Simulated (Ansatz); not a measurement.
CH3GeN (SMILES [CH2][N]=[GeH-]) (charge −1, doublet)

```xyz
6

C    -0.9313    0.1547    1.6780
Ge   -0.3756   -0.7112   -0.9472
N    -1.2835   -0.6731    0.7765
H    -0.1041    0.9010    1.5644
H    -1.4405    0.1884    2.6660
H    -1.2908   -1.9230   -1.5303
```

Geometry: B3LYP-D3(BJ)/def2-SVPD; the highest occupied orbital lies above zero, a sign that basis and functional describe the outermost electron poorly.

These are results of isolated molecule in a Gaussian basis; Kohn-Sham density functional theory, functional PBE0 (Ansatz 0.2.0), not measurements.

### What will maps of the electron density, electron localisation function and spin density show?

C–N (1.27 Å): ρ is about 2.8 e/Å³ halfway; the ELF peaks at about 0.90 between the atoms, as expected for localised, covalent bonding.
Ge–N (1.95 Å): ρ at the midpoint is about 0.77 e/Å³; the ELF peaks at about 0.90 in the valence shell of N, 0.7 Å from its nucleus, and is about 0.50 at the midpoint.
C–H (1.11 Å): ρ at the midpoint is about 1.9 e/Å³; the ELF climbs to about 1 towards the hydrogen, as it does in any bond to H; an ordinary covalent bond to hydrogen.
Ge–H (1.63 Å): ρ is about 0.84 e/Å³ halfway; the ELF climbs to about 1 towards the hydrogen.
The unpaired spin (1 electron) lies mostly on Ge2 (about 0.8) and C1 (about 0.2), in electrons by Hirshfeld's partition.

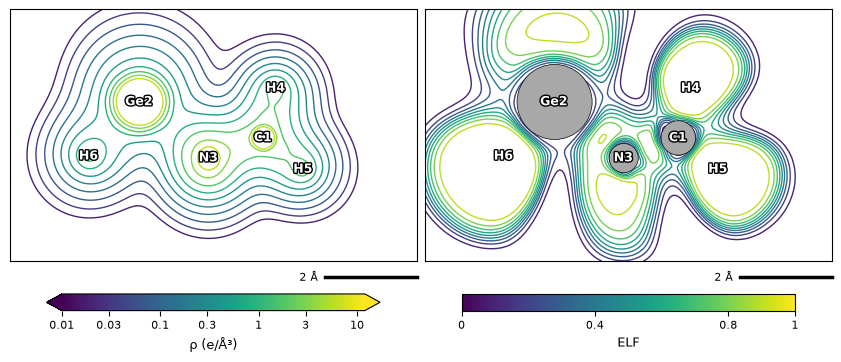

Computed electron density and electron localisation function on the molecular plane, in this order. Grey discs cover the atomic cores in the ELF map. 
